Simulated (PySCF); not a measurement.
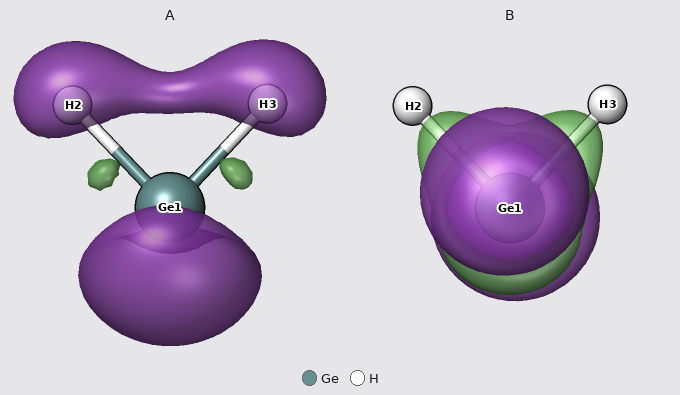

GeH2, SMILES `[GeH2]`. The two Fukui functions at ±0.04 e/Å³ (purple positive, green negative).

Level of theory: PBE0/def2-SVPD (PySCF), at a geometry from GFN2-xTB. No frequency check shows the geometry to be a minimum. GFN2-xTB bond lengths at metals and heavier atoms can be off by up to 0.1 Å and shapes distorted, which carries into these values.

Input script:

```python
import numpy as np
from pyscf import gto, scf, dft
from pyscf.scf import atom_ks, atom_hf
from scipy.linalg import block_diag

def solve(mol, dm0=None, hcore=None):
    mf = (dft.UKS if mol.spin else dft.RKS)(mol, xc='pbe0')
    mf.grids.level = 3
    mf = mf.density_fit(auxbasis='def2-universal-jkfit')
    mf.conv_tol, mf.max_cycle = 1e-8, 80
    if hcore is not None:
        mf.get_hcore = lambda *args: hcore
    mf.kernel(dm0)
    if not mf.converged:
        mf = mf.newton().run(mf.mo_coeff, mf.mo_occ, max_cycle=30)
    assert mf.converged, 'SCF not converged'
    return mf

mol = gto.M(atom='''
Ge     0.06891     0.00000     0.00000
H     -1.10264    -1.10099     0.00000
H     -1.10252     1.10110     0.00000
''', basis='def2-svpd', charge=0, spin=0, verbose=4)
mf = solve(mol)
out = dict(e0=mf.e_tot, dm0=mf.make_rdm1(), c=mf.mo_coeff, occ=mf.mo_occ, eps=mf.mo_energy)
for name, dq, spin in [('cation', 1, 1), ('anion', -1, 1)]:
    ion = mol.copy().set(charge=mol.charge + dq, spin=spin).build()
    mi = solve(ion)
    if spin and dq > 0 and mol.nao < 130:
        c, _, stable, _ = mi.stability(return_status=True)
        if not stable:
            mi = solve(ion, mi.make_rdm1(c, mi.mo_occ))
    print(name, 'vertical energy change / eV', (mi.e_tot - mf.e_tot) * 27.211386)
    out.update({'e_' + name: mi.e_tot, 'dm_' + name: mi.make_rdm1(), 's2_' + name: mi.spin_square()[0], 'eps_' + name: mi.mo_energy, 'occ_' + name: mi.mo_occ})
# spherically averaged free atoms, for the promolecule
atm = atom_ks.get_atm_nrks(mol, xc='pbe0')
pro = block_diag(*[(atm[a[0]][2] * atm[a[0]][3]) @ atm[a[0]][2].T for a in mol._atom])
np.savez('result.npz', pro=pro, **out)
```

Run with:

```sh
OMP_NUM_THREADS=1 python input.py
```

The run took 8.2 s on 1 thread of Intel(R) Xeon(R) 6975P-C (Granite Rapids), on a shared host, peak memory 0.25 GiB.

Partitions, critical points and surface values were worked out afterwards from this run's density.

Which panel is f⁻ (electron removed) and which f⁺ (electron added)?

Answer. A is f⁻, B is f⁺. f⁻ (Hirshfeld-condensed) is largest on Ge1 (0.66); the vertical ionisation energy is 9.54 eV. f⁺ (Hirshfeld-condensed) is largest on Ge1 (0.80); the vertical electron affinity is 0.94 eV (the stability of the anion's solution wasn't checked; the anion's highest orbital has positive energy, so this value and f⁺ depend on the basis).

What chemical potential and hardness follow from the two energies?

Answer. μ = −(I + A)/2 = −5.24 eV and η = I − A = 8.60 eV.
